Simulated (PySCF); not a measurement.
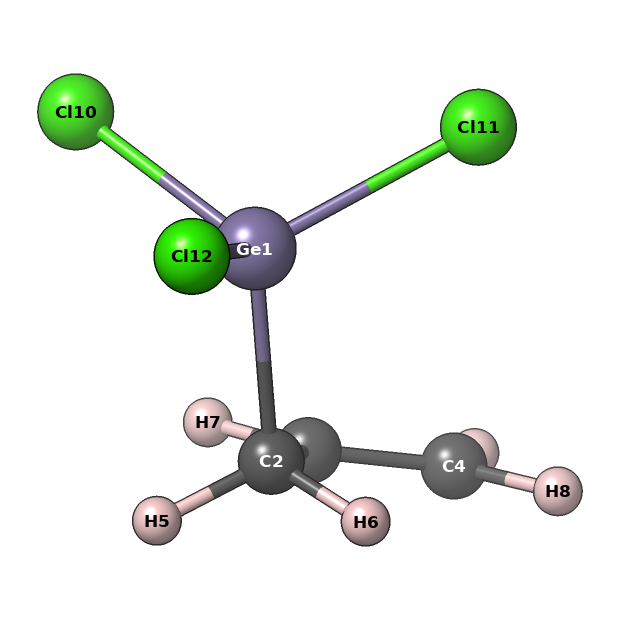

C3 lies behind C2. The molecule seen a little off the C2–C3 bond, C2 in front. Atoms fade into the background with distance from the viewer. The computed structure is the end point of a PBE0-D3(BJ)/def2-SVP optimisation. No frequency run is at hand to confirm it as a minimum.

### What is the torsion angle Ge1–C2–C3–C4? The sign is positive where the front bond must turn clockwise to cover the back bond.

98°, about perpendicular.
